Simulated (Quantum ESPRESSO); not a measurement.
**Converging the SCF threshold: Rb (Im-3m, 1 atom in the cell)**

```
CELL_PARAMETERS angstrom
     -2.83347     2.83347     2.83347
      2.83347    -2.83347     2.83347
      2.83347     2.83347    -2.83347
ATOMIC_POSITIONS crystal
  Rb 0.00000 0.00000 0.00000
```

Method of the run: LDA (PW92), PseudoDojo standard norm-conserving (LDA) pseudopotentials (plane waves; Quantum ESPRESSO 7.5).

Base settings: ecutwfc = 45 Ry; occupations = smearing; smearing = fd; degauss = 0.0073499 Ry; potentials = {Rb: Rb.upf}; K_POINTS = automatic 8 8 8 0 0 0; conv_thr = 1e-11 Ry; mixing_beta = 0.4.

The mesh stays at the base's, so the ladder's end is converged at best in this setting alone.

Only quantities that move along the ladder and can be compared are tabulated.

The count of work is k-points × plane waves × bands × iterations; it is no time. 

The starting cell has typed, rounded lattice constants, without a prior relaxation at this level. Its lattice was rescaled by up to half a per cent.

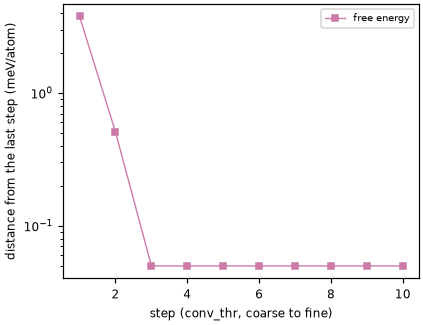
*Distance from the last step along the ladder; very small values are drawn at a floor.*

```csv
conv_thr,free energy less the last step's (meV/atom),pressure (GPa),count of work / last
0.0073 Ry,3.77,-2.26,0.10
0.00073 Ry,0.51,-1.04,0.20
7.3e-05 Ry,0.02,-0.31,0.30
7.3e-06 Ry,0.00,-0.43,0.40
7.3e-07 Ry,0.00,-0.43,0.40
7.3e-08 Ry,0.00,-0.43,0.50
7.3e-09 Ry,0.00,-0.42,0.70
7.3e-10 Ry,0.00,-0.42,0.70
1e-11 Ry,0.00,-0.42,0.90
7.3e-12 Ry,0.00,-0.42,0.90
7.3e-14 Ry,0.00,-0.42,1.0
```

Coarsest conv_thr that holds the pressure within 1 GPa of the last step, with all finer ones: 0.00073 Ry, at 0.20 of the last step's count of work; the step before is off by 1.8 GPa.

Coarsest conv_thr that holds the free energy within 2 meV/atom of the last step, with all finer ones: 0.00073 Ry, at 0.20 of the last step's count of work; the step before is off by 3.8 meV/atom.
